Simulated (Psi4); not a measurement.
# BHLYP/cc-pVTZ run of C2HF (fluoroacetylene)

Aim: the energy change on altering one bond length of C2HF (fluoroacetylene) at BHLYP/cc-pVTZ, from 2 runs. 

The calculation is run with Psi4 1.11.

1 further run of the same task is left out (it didn't finish).

## (1) The system as given

C2HF has 4 atoms, charge 0, and is taken as a singlet. As SMILES, `C#CF`. The shape is that of a PBE0-D4/def2-TZVP optimisation.

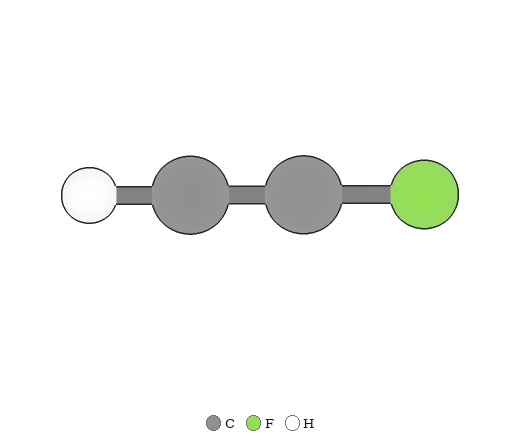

The structure, seen from a chosen angle (carbon grey, fluorine green, hydrogen white).

## (2) Energy and gradient at BHLYP/cc-pVTZ

Contents of run.py:

```python
import psi4

psi4.set_memory('2200 MB')
psi4.set_num_threads(1)
psi4.core.set_output_file('run.log', False)

mol = psi4.geometry("""
C     -0.361030     0.453110    -0.290220
C      0.303270    -0.380840     0.243810
F      1.010600    -1.269010     0.812300
H     -0.952830     1.196740    -0.765890
symmetry c1
""")

options = {'basis': 'cc-pVTZ', 'reference': 'rks', 'puream': True, 'e_convergence': 1e-09, 'd_convergence': 1e-08, 'scf_type': 'pk', 'dft_radial_points': 99, 'dft_spherical_points': 590}
psi4.set_options(options)

energy_value, wavefunction = psi4.gradient('BHHLYP', return_wfn=True)
psi4.oeprop(wavefunction, 'MULLIKEN_CHARGES', 'MAYER_INDICES', 'QUADRUPOLE')
print('gradient / Eh bohr^-1')
print(energy_value.np.round(6))
print(f'energy = {wavefunction.energy():.10f} Eh')
```

Command:

```bash
$ python run.py
```

run.log, shortened:

```text
[...]
  Running in c1 symmetry.
[...]
  Nuclear repulsion =   55.832094169203366
[...]
  Multiplicity = 1
[...]
  Nalpha       = 11
  Nbeta        = 11
[...]
    Number of basis functions: 104
[...]
   @RKS iter   1:  -176.39110680743724   -4.24755e-01   5.27063e-03 ADIIS/DIIS
[...]
   @RKS iter  10:  -176.52489378859042   -7.56017e-12   2.97793e-09 DIIS
[...]
    Orbital Energies [Eh]
    ---------------------
    Doubly Occupied:
       1A    -25.392622     2A    -10.686153     3A    -10.598260
       4A     -1.468794     5A     -0.887611     6A     -0.735393
       7A     -0.625286     8A     -0.625286     9A     -0.613791
      10A     -0.348797    11A     -0.348797
[...]
  @RKS Final Energy:  -176.52489378859042
   => Energetics <=
    Nuclear Repulsion Energy =             55.8320941692033657
    One-Electron Energy =                -352.0044189316829488
    Two-Electron Energy =                 130.8260542013304359
    DFT Exchange-Correlation Energy =     -11.1786232274412640
    Empirical Dispersion Energy =           0.0000000000000000
    VV10 Nonlocal Energy =                  0.0000000000000000
    Total Energy =                       -176.5248937885904184
[...]
  -Total Gradient:
     Atom            X                  Y                   Z
    ------   -----------------  -----------------  -----------------
       1       -0.011862776029     0.014860372402    -0.009541242827
       2        0.012607104906    -0.015817158270     0.010143058626
       3        0.003525048787    -0.004423649003     0.002829556197
       4       -0.004269648025     0.005380774685    -0.003431589178
[...]
 Multipole Moments:
 ------------------------------------------------------------------------------------
     Multipole            Electronic (a.u.)      Nuclear  (a.u.)        Total (a.u.)
 ------------------------------------------------------------------------------------
 L = 1.  Multiply by 2.5417464519 to convert [e a0] to [Debye]
 Dipole X            :          1.6936444           -1.8442565           -0.1506120
 Dipole Y            :         -2.1267185            2.3160865            0.1893679
 Dipole Z            :          1.3613558           -1.4823992           -0.1210433
 Magnitude           :                                                    0.2705470
 L = 2.  Multiply by 1.3450342976 to convert [e a0^2] to [Debye ang]
 Quadrupole XX       :        -42.7586942           31.1191725          -11.6395217
 Quadrupole XY       :         37.8240466          -39.0739901           -1.2499435
[...]
  Mulliken Charges: (a.u.)
   Center  Symbol    Alpha    Beta     Spin     Total
       1     C     3.11474  3.11474  0.00000 -0.22949
       2     C     2.93845  2.93845  0.00000  0.12310
       3     F     4.54563  4.54563  0.00000 -0.09126
       4     H     0.40118  0.40118  0.00000  0.19765
   Total alpha = 11.00000, Total beta = 11.00000, Total charge =  0.00000
  Mayer Bond Indices:
[...]
```

The script printed:

```text
gradient / Eh bohr^-1
[[-0.011863  0.01486  -0.009541]
 [ 0.012607 -0.015817  0.010143]
 [ 0.003525 -0.004424  0.00283 ]
 [-0.00427   0.005381 -0.003432]]
energy = -176.5248937886 Eh
```

Run time: 38 s. Hardware: 1 thread of Intel Xeon at 2.50GHz (Skylake/Cascade Lake), shared host; peak memory 1 GiB.

## (3) The distorted shape: a single-point energy at BHLYP/cc-pVTZ

Contents of c2hf.xyz:

```xyz
4
C2HF
C      0.349136    -0.439254     0.280589
C      1.013436    -1.273204     0.814619
F      1.720766    -2.161374     1.383109
H     -0.952830     1.196740    -0.765890
```

Contents of run_ase.py:

```python
import numpy as np
from ase.calculators.psi4 import Psi4
from ase.io import read

mol = read('c2hf.xyz')
calc = Psi4(atoms=mol, method='bhhlyp', basis='cc-pVTZ', memory='2200MB', num_threads=1, charge=0, multiplicity=1, label='calc')
calc.psi4.set_options({'puream': True, 'e_convergence': 1e-09, 'd_convergence': 1e-08, 'scf_type': 'pk', 'dft_radial_points': 99, 'dft_spherical_points': 590})
mol.calc = calc

print(f'energy: {mol.get_potential_energy():.6f} eV')
```

Command:

```bash
$ python run_ase.py
```

calc.dat, shortened:

```text
[...]
  Running in c1 symmetry.
[...]
  Nuclear repulsion =   53.335007375164722
[...]
  Multiplicity = 1
[...]
  Nalpha       = 11
  Nbeta        = 11
[...]
    Number of basis functions: 104
[...]
   @RKS iter   1:  -176.01059535449477   -2.84491e-01   6.16141e-03 DIIS/ADIIS
[...]
   @RKS iter  12:  -176.29025285710352   -3.32534e-12   4.32352e-09 DIIS
[...]
    Orbital Energies [Eh]
    ---------------------
    Doubly Occupied:
       1A    -25.382245     2A    -10.675531     3A    -10.632093
       4A     -1.458732     5A     -0.874308     6A     -0.721285
       7A     -0.615725     8A     -0.615725     9A     -0.401568
      10A     -0.339017    11A     -0.339017
[...]
  @RKS Final Energy:  -176.29025285710352
   => Energetics <=
    Nuclear Repulsion Energy =             53.3350073751647216
    One-Electron Energy =                -347.1668729474617408
    Two-Electron Energy =                 128.6128877130522312
    DFT Exchange-Correlation Energy =     -11.0712749978587226
    Empirical Dispersion Energy =           0.0000000000000000
    VV10 Nonlocal Energy =                  0.0000000000000000
    Total Energy =                       -176.2902528571035248
[...]
 Multipole Moments:
 ------------------------------------------------------------------------------------
     Multipole            Electronic (a.u.)      Nuclear  (a.u.)        Total (a.u.)
 ------------------------------------------------------------------------------------
 L = 1.  Multiply by 2.5417464519 to convert [e a0] to [Debye]
 Dipole X            :          2.0326263           -2.5101111           -0.4774848
 Dipole Y            :         -2.5525779            3.1527707            0.6001928
 Dipole Z            :          1.6338330           -2.0175921           -0.3837591
 Magnitude           :                                                    0.8576096
[...]
```

Standard output:

```text
energy: -4797.102123 eV
```

Wall time 15 s (1 thread of Intel Xeon at 2.50GHz (Skylake/Cascade Lake), shared host); peak memory 1 GiB.

## (4) What came out

Level: BHLYP/cc-pVTZ.

```
                                                         quantity          value
                                        first shape: total energy  -176.52489 Eh
                                       first shape: dipole moment         0.69 D
                                         first shape: HOMO energy       -9.49 eV
                                         first shape: LUMO energy        2.26 eV
                                       first shape: HOMO–LUMO gap       11.76 eV
                            first shape: largest force on an atom     1.164 eV/Å
                                    distorted shape: total energy  -176.29025 Eh
                                   distorted shape: dipole moment         2.18 D
                                     distorted shape: HOMO energy       -9.23 eV
                                     distorted shape: LUMO energy       -4.53 eV
                                   distorted shape: HOMO–LUMO gap        4.69 eV
energy change with the C1–H4 bond stretched from 1.063 to 2.338 Å       6.385 eV
```

**Reading.** With the C1–H4 bond stretched from 1.063 to 2.338 Å the energy rises by 6.38 eV (147 kcal/mol). The first shape isn't relaxed at this level, so the change isn't measured from a minimum. A restricted reference can't describe the breaking bond well at this length. The largest force (first shape) is 1.16 eV/Å: the shape isn't a stationary point for this species at this level.
